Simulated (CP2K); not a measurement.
**MNDOD run of C2H3FN2 (SMILES NC1=C(F)N1)**

What is the energy difference between two shapes of C2H3FN2 at MNDOD? 

The calculation is run with CP2K 2026.2.

1 further run of the same task is left out (set aside as unsound or not needed).

## Step 1: The structure to begin with

C2H3FN2: 8 atoms, total charge 0, spin state singlet. SMILES: `NC1=C(F)N1`. Geometry: relaxed at GFN2-xTB. This is one conformer, not always the lowest.

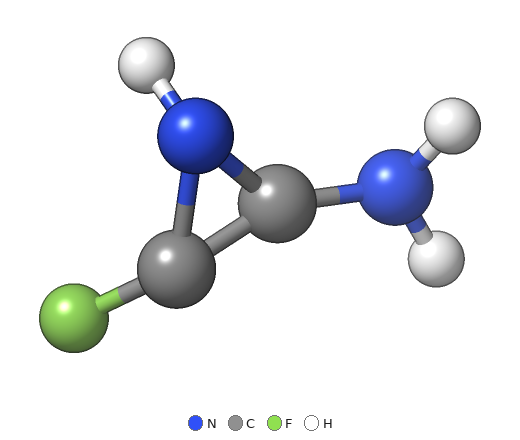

The structure, seen from a chosen angle (nitrogen blue, carbon grey, fluorine green, hydrogen white).

## Step 2: The energy at MNDOD

The input, molecule.xyz:

```xyz
8

N      0.258920     1.196000     0.692350
C      0.020520     0.113800    -0.038450
C     -0.234290    -0.564610    -1.144810
F     -1.334940    -0.938570    -1.811940
N      0.447880    -1.262380     0.008680
H      1.035000     1.182990     1.336690
H     -0.031990     2.090140     0.333370
H     -0.161100    -1.817370     0.624110
```

The input, mol.inp:

```
&GLOBAL
 PROJECT mol
 RUN_TYPE ENERGY
 PRINT_LEVEL MEDIUM
&END GLOBAL

&FORCE_EVAL
 METHOD QUICKSTEP
 &DFT
  &QS
   METHOD MNDOD
   EPS_DEFAULT 1.0E-10
   &SE
    &COULOMB
     CUTOFF [angstrom] 50
     RC_RANGE [angstrom] 0
    &END COULOMB
    &EXCHANGE
     CUTOFF [angstrom] 50
     RC_RANGE [angstrom] 0
    &END EXCHANGE
   &END SE
  &END QS
  &POISSON
   PERIODIC NONE
   POISSON_SOLVER ANALYTIC
  &END POISSON
  &SCF
   SCF_GUESS ATOMIC
   EPS_SCF 1.0E-06
   MAX_SCF 150
   &DIAGONALIZATION
    ALGORITHM STANDARD
   &END DIAGONALIZATION
   &MIXING
    METHOD DIRECT_P_MIXING
    ALPHA 0.4
   &END MIXING
  &END SCF
  &PRINT
   &MOMENTS
    PERIODIC F
    REFERENCE COM
    MAX_MOMENT 1
   &END MOMENTS
   &MO ON
    ENERGIES T
    OCCUPATION_NUMBERS T
    NDIGITS 6
    &EACH
     QS_SCF 0
    &END EACH
    ADD_LAST NUMERIC
   &END MO
   &HIRSHFELD OFF
   &END HIRSHFELD
  &END PRINT
 &END DFT
 &SUBSYS
  &CELL
   ABC 18.4 19.9 19.1
   PERIODIC NONE
  &END CELL
  &TOPOLOGY
   COORD_FILE_NAME molecule.xyz
   COORD_FILE_FORMAT XYZ
   &CENTER_COORDINATES
   &END CENTER_COORDINATES
  &END TOPOLOGY
 &END SUBSYS
&END FORCE_EVAL
```

The run is started by

```console
$ OMP_NUM_THREADS=1 cp2k.psmp mol.inp > mol.out
```

The log of the run:

```text
CP2K| version string:                                       CP2K version 2026.2
[...]
 GLOBAL| Method name                                                        CP2K
[...]
 GLOBAL| Run type                                                         ENERGY
[...]
                             - Atoms:                                          8
[...]
                             - Spherical basis functions:                     23
[...]
 Number of electrons:                                                         28
[...]
     1 P_Mix/Diag. 0.40E+00    0.0     0.70303980       -36.2977249396 -3.63E+01
[...]
    17 DIIS/Diag.  0.14E-06    0.0     0.00000035       -43.6751631993 -1.18E-11
  *** SCF run converged in    17 steps ***
  Core-core repulsion energy [eV]:                           2047.10828865138251
  Core Hamiltonian energy [eV]:                             -1949.20386688090957
  Two-electron integral energy [eV]:                        -2572.73210517051984
  Electronic energy [eV]:                                   -3235.56991946616927
  Total energy [eV]:                                        -1188.46163081478699
  Atomic reference energy [eV]:                              1190.75470915870324
  Heat of formation [kcal/mol]:                                52.87964702181780
[...]
 SE_DIPOLE| Moment [Debye]         -0.22007301      -3.13957647      -2.65893394
 SE_DIPOLE| Derivative [a.u.]       0.00000000       0.00000000       0.00000000
 ENERGY| Total FORCE_EVAL ( QS ) energy [hartree]            -43.675163199332829
[...]
```

Run time: 0.22 s. Hardware: 1 thread of Arm Neoverse V2, shared host.

## Step 3: The distorted shape, same level

The input, molecule.xyz:

```xyz
8

N      0.337341     1.233119     0.669578
C      0.026135     0.133347    -0.072262
C     -0.266627    -0.507691    -1.250894
F     -1.136420    -0.980995    -1.773244
N      0.320061    -1.265758     0.123934
H      0.953711     1.337677     1.329624
H      0.060720     1.972691     0.283077
H     -0.233772    -1.852031     0.798323
```

The input, run.inp:

```
&GLOBAL
  PROJECT run
  RUN_TYPE ENERGY
  PRINT_LEVEL MEDIUM
&END
&FORCE_EVAL
  METHOD Quickstep
  &DFT
    &QS
      METHOD MNDOD
      EPS_DEFAULT 1.0E-10
      &SE
        &COULOMB
          CUTOFF [angstrom] 50
          RC_RANGE [angstrom] 0
        &END
        &EXCHANGE
          CUTOFF [angstrom] 50
          RC_RANGE [angstrom] 0
        &END
      &END
    &END
    # isolated system
    &POISSON
      PERIODIC NONE
      POISSON_SOLVER ANALYTIC
    &END
    # SCF settings
    &SCF
      SCF_GUESS ATOMIC
      EPS_SCF 1.0E-06
      MAX_SCF 150
      &DIAGONALIZATION
        ALGORITHM STANDARD
      &END
      &MIXING
        METHOD DIRECT_P_MIXING
        ALPHA 0.4
      &END
    &END
    # extra output
    &PRINT
      &MOMENTS
        PERIODIC F
        REFERENCE COM
        MAX_MOMENT 1
      &END
      &MO ON
        ENERGIES T
        OCCUPATION_NUMBERS T
        NDIGITS 6
        &EACH
          QS_SCF 0
        &END
        ADD_LAST NUMERIC
      &END
      &HIRSHFELD OFF
      &END
    &END
  &END
  &SUBSYS
    &CELL
      ABC 18.1 19.8 19.1
      PERIODIC NONE
    &END
    &TOPOLOGY
      COORD_FILE_NAME molecule.xyz
      COORD_FILE_FORMAT XYZ
      &CENTER_COORDINATES
      &END
    &END
  &END
&END
```

The run is started by

```console
$ OMP_NUM_THREADS=1 cp2k.psmp -i run.inp -o run.out
```

The log of the run:

```text
CP2K| version string:                                       CP2K version 2026.2
[...]
 GLOBAL| Method name                                                        CP2K
[...]
 GLOBAL| Run type                                                         ENERGY
[...]
                             - Atoms:                                          8
[...]
                             - Spherical basis functions:                     23
[...]
 Number of electrons:                                                         28
[...]
     1 P_Mix/Diag. 0.40E+00    0.0     0.69913498       -35.9029688480 -3.59E+01
[...]
    21 DIIS/Diag.  0.14E-06    0.0     0.00000036       -43.5678425413 -2.29E-12
  *** SCF run converged in    21 steps ***
  Core-core repulsion energy [eV]:                           2089.65309872093349
  Core Hamiltonian energy [eV]:                             -1951.66532071490769
  Two-electron integral energy [eV]:                        -2647.05813039838131
  Electronic energy [eV]:                                   -3275.19438591409835
  Total energy [eV]:                                        -1185.54128719316486
  Atomic reference energy [eV]:                              1190.75470915870324
  Heat of formation [kcal/mol]:                               120.22437612952329
[...]
 SE_DIPOLE| Moment [Debye]          0.99800665      -3.06957095      -1.30579979
 SE_DIPOLE| Derivative [a.u.]       0.00000000       0.00000000       0.00000000
 ENERGY| Total FORCE_EVAL ( QS ) energy [hartree]            -43.567842541294397
[...]
```

Run time: 0.22 s. Hardware: 1 thread of Arm Neoverse V2, shared host.

## Step 4: Summary of results

Level: MNDOD.

| quantity | value |
| --- | --- |
| first shape: total energy | -43.67516 Eh |
| first shape: dipole moment | 4.12 D |
| first shape: HOMO energy | -8.98 eV |
| first shape: heat of formation | 52.9 kcal/mol |
| distorted shape: total energy | -43.56784 Eh |
| distorted shape: dipole moment | 3.48 D |
| distorted shape: HOMO energy | -8.53 eV |
| distorted shape: heat of formation | 120.2 kcal/mol |
| energy change with the atoms displaced | 2.920 eV |

**Reading.** With the atoms displaced the energy rises by 2.92 eV (282 kJ/mol). The first shape isn't relaxed at this level, so the change isn't measured from a minimum.
